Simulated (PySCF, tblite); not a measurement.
**C₆H₉FO: a rotation path, then NMR shifts on frames**

How do NMR shifts of C₆H₉FO (`C[C@@H](F)[C@@H]1C=CCO1`) change as the atoms move?

Programs: tblite 0.8.0 and PySCF 2.14.0, with density-fitted response routines of our own. Each step states its level of theory. These are calculated values for one molecule in the gas phase, unless marked as measured. Atoms count from 0, in the outputs and in this text.

### 1 Starting geometry

17 atoms, charge 0, multiplicity 1; geometry from: GFN2-xTB.

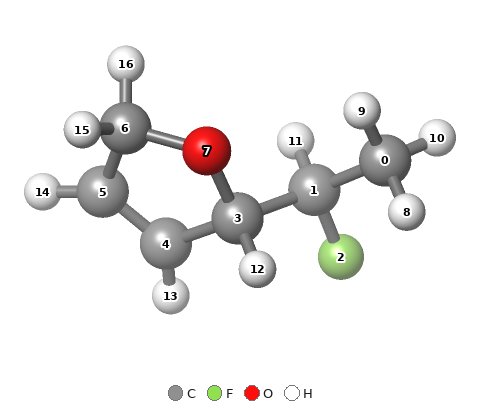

The starting geometry (carbon grey, fluorine green, oxygen red, hydrogen white), atoms numbered.

### 2 A band between two rotamers with GFN2-xTB

What the job is given:

```
{"job": {"kind": "neb", "xc": "GFN2-xTB", "basis": "xTB", "atoms": [2, 1, 3, 7], "turn": 120}, "charge": 0, "multiplicity": 1}
C     -2.158405     0.870510    -0.536227
C     -1.310828    -0.268550    -0.001524
F     -1.887299    -1.478466    -0.345421
C      0.121210    -0.238026    -0.578992
C      0.981273    -1.324807    -0.002672
C      1.959844    -0.785578     0.701164
C      1.865565     0.706695     0.634198
O      0.765474     0.976234    -0.224137
H     -2.269112     0.771757    -1.613473
H     -1.659493     1.808835    -0.313826
H     -3.144034     0.858253    -0.077678
H     -1.266623    -0.253009     1.095145
H      0.048395    -0.301788    -1.674524
H      0.753670    -2.361584    -0.157519
H      2.735825    -1.282948     1.251232
H      2.768635     1.163750     0.209368
H      1.688903     1.150752     1.624977
```

Level: GFN2-xTB climbing-image nudged elastic band, gas phase.

On the command line:

```bash
$ OMP_NUM_THREADS=1 python probes_run.py task.json out
```

The driver reads the jobs from task.json and runs them one after another.

Log:

```text
image   E - E0 / eV
  0       0.0000
  1       0.0153
  2       0.0478
  3       0.0823
  4       0.1047
  5       0.1084
  6       0.0957
  7       0.0773
  8       0.0662
```

It took 2.9 s on 1 thread of Arm Neoverse V1, shared host; peak memory 0.18 GiB.

The final band, with the dihedral F2–C1–C3–O7:

| image | dihedral (°) | energy (eV) | energy (kcal/mol) |
| --- | --- | --- | --- |
| 0 | -179 | 0.000 | 0.0 |
| 1 | -165 | 0.015 | 0.4 |
| 2 | -152 | 0.048 | 1.1 |
| 3 | -138 | 0.082 | 1.9 |
| 4 | -125 | 0.105 | 2.4 |
| 5 | -112 | 0.108 | 2.5 |
| 6 | -98 | 0.096 | 2.2 |
| 7 | -85 | 0.077 | 1.8 |
| 8 | -72 | 0.066 | 1.5 |

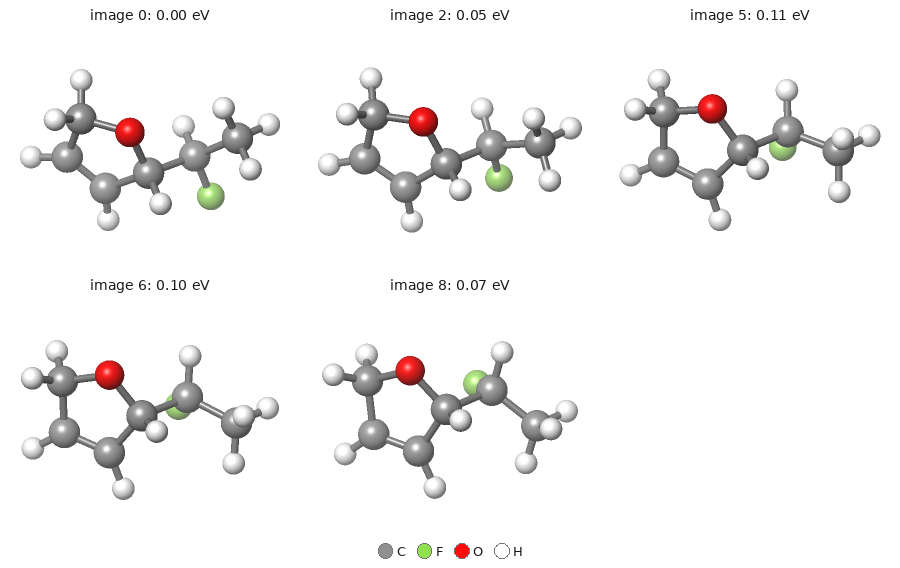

Images along the band.

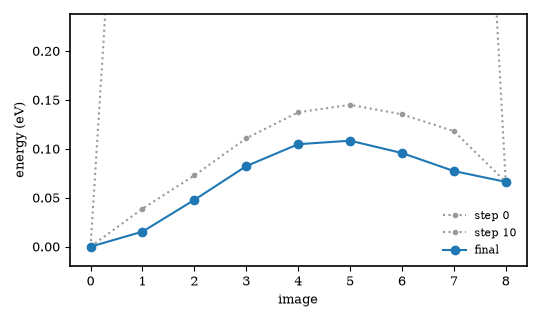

Energy along the band, early and final.

### 3 Nuclear shieldings: image 0, PBE0/pcSseg-1

What the job is given:

```
{"job": {"kind": "nmr", "xc": "PBE0", "basis": "pcSseg-1", "pop": false}, "charge": 0, "multiplicity": 1}
C     -2.158400     0.870500    -0.536200
C     -1.310800    -0.268600    -0.001500
F     -1.887300    -1.478500    -0.345400
C      0.121200    -0.238000    -0.579000
C      0.981300    -1.324800    -0.002700
C      1.959800    -0.785600     0.701200
C      1.865600     0.706700     0.634200
O      0.765500     0.976200    -0.224100
H     -2.269100     0.771800    -1.613500
H     -1.659500     1.808800    -0.313800
H     -3.144000     0.858300    -0.077700
H     -1.266600    -0.253000     1.095100
H      0.048400    -0.301800    -1.674500
H      0.753700    -2.361600    -0.157500
H      2.735800    -1.282900     1.251200
H      2.768600     1.163800     0.209400
H      1.688900     1.150800     1.625000
```

Method: GIAO PBE0/pcSseg-1 NMR shielding, non-relativistic, gas phase.

Log:

```text
coarse grid: 14272 points
cycle   1  E = -408.4327807727  dE =  1.125e+00  |g| = 6.983e-01  |ddm| = 3.601e+00
cycle   2  E = -408.3669928496  dE =  6.579e-02  |g| = 9.577e-01  |ddm| = 1.191e+00
cycle   3  E = -408.5209267216  dE = -1.539e-01  |g| = 9.029e-02  |ddm| = 7.293e-01
cycle   4  E = -408.5223387571  dE = -1.412e-03  |g| = 3.542e-02  |ddm| = 8.442e-02
cycle   5  E = -408.5226039144  dE = -2.652e-04  |g| = 7.905e-03  |ddm| = 3.244e-02
cycle   6  E = -408.5226119073  dE = -7.993e-06  |g| = 4.314e-03  |ddm| = 8.855e-03
cycle   7  E = -408.5226158486  dE = -3.941e-06  |g| = 4.773e-04  |ddm| = 3.315e-03
final grid: 138408 points
cycle   8  E = -408.5891505249  dE = -4.036e-05  |g| = 1.255e-02  |ddm| = 3.318e-02
cycle   9  E = -408.5891223362  dE =  2.819e-05  |g| = 1.804e-02  |ddm| = 1.969e-02
cycle  10  E = -408.5891812742  dE = -5.894e-05  |g| = 1.362e-03  |ddm| = 1.150e-02
cycle  11  E = -408.5891816700  dE = -3.957e-07  |g| = 2.043e-04  |ddm| = 1.285e-03
cycle  12  E = -408.5891816765  dE = -6.514e-09  |g| = 1.024e-04  |ddm| = 2.258e-04
cycle  13  E = -408.5891816780  dE = -1.529e-09  |g| = 2.500e-05  |ddm| = 8.773e-05
cycle  14  E = -408.5891816781  dE = -9.709e-11  |g| = 4.489e-06  |ddm| = 2.204e-05
converged SCF energy = -408.5891816781

GIAO shielding tensors (ppm)
atom      isotropic    diamagn.    paramagn.     s11        s22        s33       span
  0 C      165.962     248.106     -82.144    153.238    158.963    185.685     32.446
  1 C       89.778     246.189    -156.411     57.525     74.640    137.168     79.642
  2 F      389.614     474.174     -84.560    374.466    386.785    407.592     33.127
  3 C       92.002     245.747    -153.745     57.872     91.164    126.970     69.098
  4 C       49.020     255.106    -206.087    -58.902     61.795    144.166    203.069
  5 C       52.628     258.001    -205.373    -54.477     70.934    141.426    195.903
  6 C      105.232     242.646    -137.414     65.030     97.671    152.994     87.964
  7 O      292.826     398.301    -105.476    212.653    303.698    362.126    149.473
  8 H       30.528      29.402       1.126     27.206     28.527     35.850      8.644
  9 H       30.058      29.992       0.066     24.885     30.149     35.141     10.257
 10 H       30.162      27.994       2.168     26.275     27.504     36.707     10.432
 11 H       27.426      31.576      -4.150     26.215     27.111     28.951      2.736
 12 H       26.952      31.253      -4.301     25.085     25.689     30.082      4.998
 13 H       25.308      31.652      -6.345     23.257     25.307     27.358      4.101
 14 H       25.682      30.783      -5.101     24.081     25.001     27.965      3.884
 15 H       26.651      27.807      -1.156     22.237     25.002     32.712     10.474
 16 H       26.701      28.952      -2.250     22.462     25.164     32.478     10.016
```

Wall time 24 s (1 thread of Arm Neoverse V1, shared host); peak memory 0.98 GiB.

The references, computed at this level on geometries of the same kind, shield at (ppm): ¹H TMS 31.72, ¹³C TMS 186.9, ¹⁹F CFCl3 170.9, ¹⁷O H2O 336.1. Their shielding less the atom's gives the shift. The references are single molecules in the gas phase, so shifts against H2O, NH3, PH3, H3PO4 or CFCl3 are not on the usual liquid scales and can be off by tens of ppm. Each atom is listed at this fixed geometry, with no averaging over motion; a spectrum would average atoms that exchange fast.

| atoms | environment | σ (ppm) | δ (ppm) |
| --- | --- | --- | --- |
| C4 | alkene CH | 49.0 | 137.9 |
| C5 | alkene CH | 52.6 | 134.3 |
| C1 | sp3 CH bonded to F | 89.8 | 97.1 |
| C3 | allylic sp3 CH bonded to O | 92.0 | 94.9 |
| C6 | allylic sp3 CH2 bonded to O | 105.2 | 81.7 |
| C0 | methyl carbon | 166.0 | 21.0 |
| H13 | hydrogen on an alkene CH | 25.31 | 6.41 |
| H14 | hydrogen on an alkene CH | 25.68 | 6.03 |
| H15 | hydrogen on an allylic sp3 CH2 bonded to O | 26.65 | 5.07 |
| H16 | hydrogen on an allylic sp3 CH2 bonded to O | 26.70 | 5.02 |
| H12 | hydrogen on an allylic sp3 CH bonded to O | 26.95 | 4.76 |
| H11 | hydrogen on an sp3 CH bonded to F | 27.43 | 4.29 |
| H9 | hydrogen on a methyl carbon | 30.06 | 1.66 |
| H10 | hydrogen on a methyl carbon | 30.16 | 1.56 |
| H8 | hydrogen on a methyl carbon | 30.53 | 1.19 |
| F2 | fluorine on an sp3 carbon | 389.6 | -218.7 |
| O7 | ether oxygen | 292.8 | 43.3 |

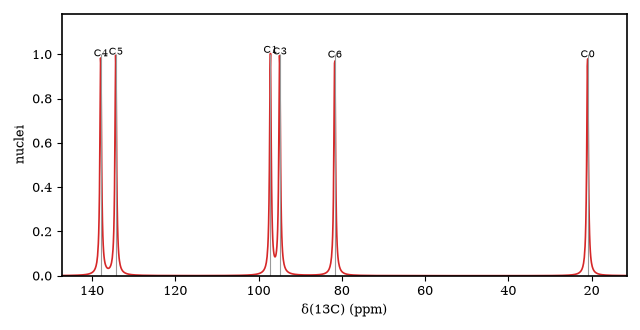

¹³C lines at the computed shifts, without couplings. Lines are broadened to a width of 0.47 ppm (Lorentzian).

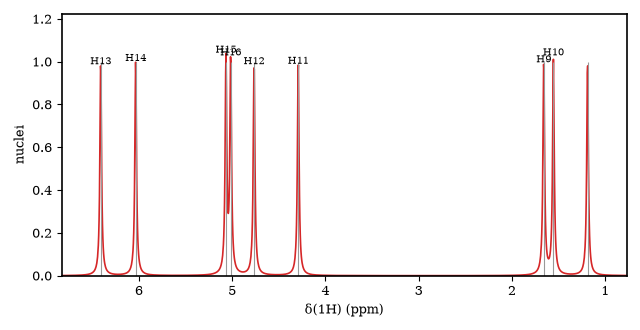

¹H lines at the computed shifts, without couplings. Lines are broadened to a width of 0.02 ppm (Lorentzian).

Ring of atoms C3, C4, C5, C6, O7: NICS(0) -4.7, NICS(1) -2.9, NICS(1)zz -5.1 ppm (means of both faces).

### 4 Shielding tensors: image 2, PBE0/pcSseg-1

What the job is given:

```
{"job": {"kind": "nmr", "xc": "PBE0", "basis": "pcSseg-1", "pop": false}, "charge": 0, "multiplicity": 1}
C     -2.272800     0.727400    -0.689900
C     -1.282000    -0.099600     0.108200
F     -1.734100    -1.406500     0.168400
C      0.134300    -0.065300    -0.516400
C      0.958100    -1.261500    -0.136100
C      1.974900    -0.876400     0.612600
C      1.952600     0.612400     0.767100
O      0.849200     1.054500    -0.013600
H     -2.379600     0.302000    -1.685900
H     -1.900500     1.743800    -0.769900
H     -3.245900     0.730600    -0.206500
H     -1.212200     0.246100     1.146800
H      0.038900     0.039400    -1.606600
H      0.686200    -2.250600    -0.449100
H      2.735600    -1.485800     1.061500
H      2.867100     1.083700     0.384400
H      1.823200     0.917900     1.815300
```

Method: GIAO PBE0/pcSseg-1 NMR shielding, non-relativistic, gas phase.

Log:

```text
coarse grid: 14272 points
cycle   1  E = -408.4291673042  dE =  1.123e+00  |g| = 7.032e-01  |ddm| = 3.604e+00
cycle   2  E = -408.3612712387  dE =  6.790e-02  |g| = 9.689e-01  |ddm| = 1.227e+00
cycle   3  E = -408.5186714468  dE = -1.574e-01  |g| = 8.941e-02  |ddm| = 7.471e-01
cycle   4  E = -408.5200682855  dE = -1.397e-03  |g| = 3.494e-02  |ddm| = 8.376e-02
cycle   5  E = -408.5203332338  dE = -2.649e-04  |g| = 7.486e-03  |ddm| = 3.257e-02
cycle   6  E = -408.5203403374  dE = -7.104e-06  |g| = 4.231e-03  |ddm| = 8.833e-03
cycle   7  E = -408.5203441270  dE = -3.790e-06  |g| = 4.569e-04  |ddm| = 3.254e-03
final grid: 138408 points
cycle   8  E = -408.5863635731  dE = -3.934e-05  |g| = 1.274e-02  |ddm| = 3.307e-02
cycle   9  E = -408.5863338711  dE =  2.970e-05  |g| = 1.837e-02  |ddm| = 2.023e-02
cycle  10  E = -408.5863951921  dE = -6.132e-05  |g| = 1.401e-03  |ddm| = 1.198e-02
cycle  11  E = -408.5863956123  dE = -4.202e-07  |g| = 1.856e-04  |ddm| = 1.264e-03
cycle  12  E = -408.5863956174  dE = -5.168e-09  |g| = 1.017e-04  |ddm| = 2.222e-04
cycle  13  E = -408.5863956190  dE = -1.556e-09  |g| = 2.687e-05  |ddm| = 9.003e-05
cycle  14  E = -408.5863956191  dE = -1.298e-10  |g| = 6.578e-06  |ddm| = 2.751e-05
converged SCF energy = -408.5863956191

GIAO shielding tensors (ppm)
atom      isotropic    diamagn.    paramagn.     s11        s22        s33       span
  0 C      163.678     248.486     -84.807    151.630    155.267    184.139     32.509
  1 C       89.907     244.218    -154.311     59.880     72.826    137.014     77.134
  2 F      384.381     474.527     -90.146    355.396    383.179    414.567     59.171
  3 C       90.239     246.396    -156.157     57.516     92.154    121.047     63.531
  4 C       50.156     254.841    -204.685    -58.067     65.848    142.687    200.754
  5 C       52.461     257.686    -205.226    -53.933     69.595    141.720    195.653
  6 C      105.068     242.858    -137.789     64.025     98.261    152.918     88.893
  7 O      289.496     398.254    -108.758    219.498    292.176    356.814    137.316
  8 H       30.438      29.550       0.888     27.075     28.732     35.507      8.433
  9 H       30.302      29.725       0.578     25.903     29.389     35.615      9.712
 10 H       30.085      27.911       2.174     26.217     27.384     36.653     10.436
 11 H       27.348      31.238      -3.890     25.853     26.876     29.315      3.462
 12 H       26.888      31.876      -4.988     24.822     25.972     29.871      5.048
 13 H       25.449      31.880      -6.430     23.234     25.575     27.540      4.306
 14 H       25.661      30.832      -5.171     23.997     25.037     27.949      3.952
 15 H       26.649      27.810      -1.161     22.223     25.057     32.666     10.444
 16 H       26.660      28.816      -2.156     22.522     25.090     32.367      9.846
```

Wall time 23 s (1 thread of Arm Neoverse V1, shared host); peak memory 0.89 GiB.

In short: δ C4 136.8, C5 134.5, C1 97.0, C3 96.7, H13 6.27, H14 6.06 ppm.

[end of part 1 of 2]
